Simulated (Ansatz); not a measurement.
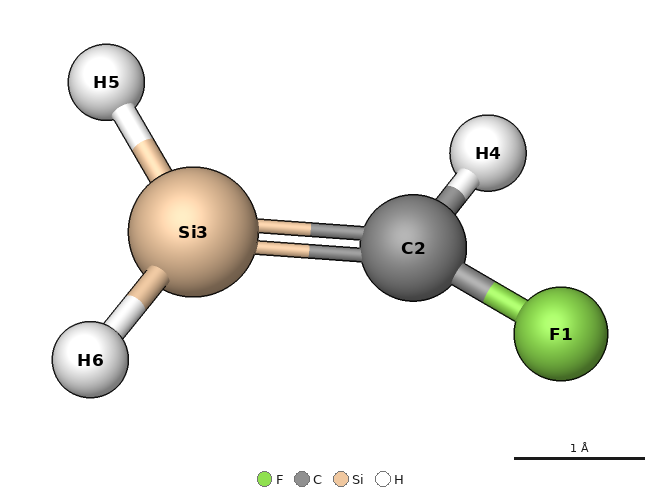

The picture comes from a calculation with Ansatz.

Atoms carry their numbers in the input. Geometry: moved along internal coordinates away from the minimum.

Which atoms are bonded, and how long are the bonds?

```json
{"bond": "F1–C2", "length (Å)": "1.342", "order": "single"}
{"bond": "C2–Si3", "length (Å)": "1.720", "order": "double"}
{"bond": "C2–H4", "length (Å)": "1.087", "order": "single"}
{"bond": "Si3–H5", "length (Å)": "1.473", "order": "single"}
{"bond": "Si3–H6", "length (Å)": "1.474", "order": "single"}
```
